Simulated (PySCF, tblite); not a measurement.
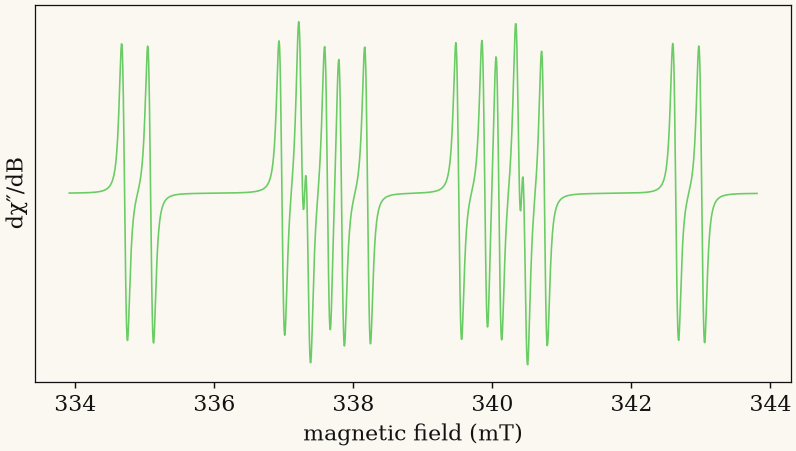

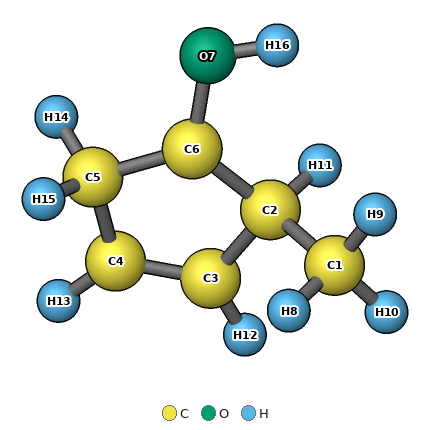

First-order isotropic EPR spectrum (fast tumbling, first derivative) of C₆H₉O, SMILES C[C@H]1C=CC[C]1O, doublet at 9.50 GHz, Lorentzian lines of 0.09 mT full width at half height, from computed g and hyperfine couplings (B3LYP/pcH-1 in PySCF 2.14.0, at a GFN2-xTB geometry (a minimum by its frequencies), gas phase); values of one conformer, averaged over methyl-type rotors alone; no vibrational averaging; dilute isotopes left out. The SMILES is one Lewis form and needn't show where the spin sits.

Which couplings does the calculation give? The spectrum shows the sizes of those above the line width, not their signs.

Answer.
```tsv
nuclei	isotope	a (mT)	a (MHz)
H15	¹H	3.12	87.5
H14	¹H	2.54	71.1
H11	¹H	2.26	63.3
H16	¹H	−0.38	−10.6
H13	¹H	−0.03	−0.8
H8, H9, H10	¹H	0.02	0.4
H12	¹H	0.01	0.4
```

What is the g value, and how wide is the spectrum?

Answer. g_iso = 2.0030, which centres the spectrum at 338.9 mT; it spans 8.4 mT.

Note: the tight-binding geometry is rougher than a DFT one and adds to the error.
